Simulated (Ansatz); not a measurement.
Consider C$_{2}$H$_{8}$O$_{2}$Si (SMILES C[Si](C)(O)O).

Input

```
crystal:
  periodic: [false, false, false]
  atoms:
    - {symbol: C, position_ang: [-1.409844, 0.466402, -0.599540]}
    - {symbol: Si, position_ang: [0.173195, 0.155876, 0.337728]}
    - {symbol: C, position_ang: [1.315294, -0.967997, -0.593945]}
    - {symbol: O, position_ang: [-0.196908, -0.449864, 1.832000]}
    - {symbol: O, position_ang: [1.019318, 1.543505, 0.586943]}
    - {symbol: H, position_ang: [-2.067677, 1.150152, -0.055864]}
    - {symbol: H, position_ang: [-1.196190, 0.914784, -1.573240]}
    - {symbol: H, position_ang: [-1.961525, -0.461362, -0.778293]}
    - {symbol: H, position_ang: [2.206841, -1.179209, 0.000837]}
    - {symbol: H, position_ang: [1.635168, -0.508963, -1.532736]}
    - {symbol: H, position_ang: [0.829948, -1.918548, -0.829642]}
    - {symbol: H, position_ang: [-1.037671, -0.896013, 1.930649]}
    - {symbol: H, position_ang: [0.710353, 2.116437, 1.289804]}
basis:
  gaussian: {orbitals: def2-TZVPP}
hamiltonian: {xc: pbe0, dispersion: d4}
output: {orbitals: {seedname: orbitals}}
```

Command:

```sh
ansatz run in.yaml --threads 4 --pin off --events-out ev --progress --plain --max-ram 10444MiB
```

Geometry: PBE0-D4/def2-TZVP.

Theory: RKS PBE0-D4/def2-TZVPP (Ansatz 0.2.0).

> What can the converged electron density and electron localisation function tell about the bonding?

C–Si (1.85 Å): the density is about 1 e/Å³ at the midpoint; the ELF peaks at about 0.95 between the atoms (a covalent bond).
C–H (1.09 Å): ρ is about 1.9 e/Å³ halfway; the ELF climbs to about 1 towards the hydrogen, as it does in any bond to H; an ordinary covalent bond to hydrogen.

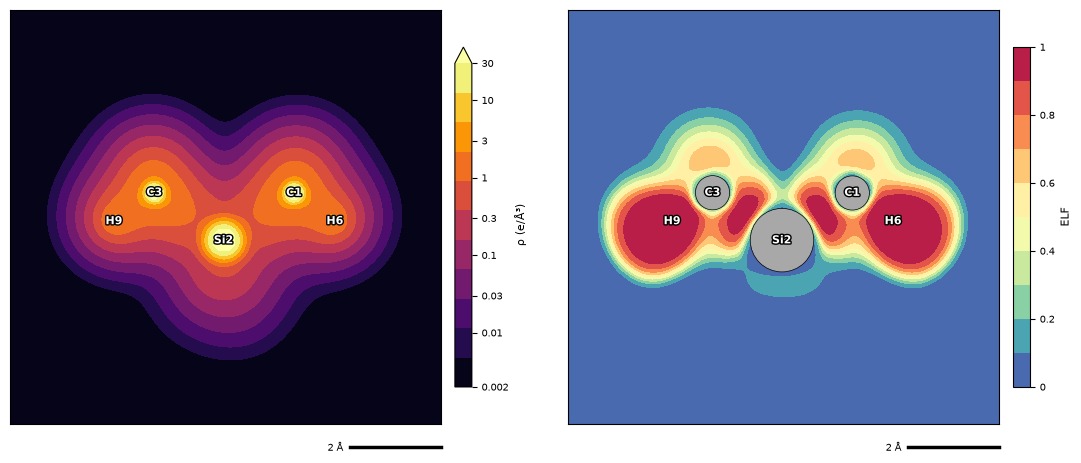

Computed electron density and electron localisation function on the plane of atoms Si2, C1 and H6, in this order. Grey discs cover the atomic cores in the ELF map. 
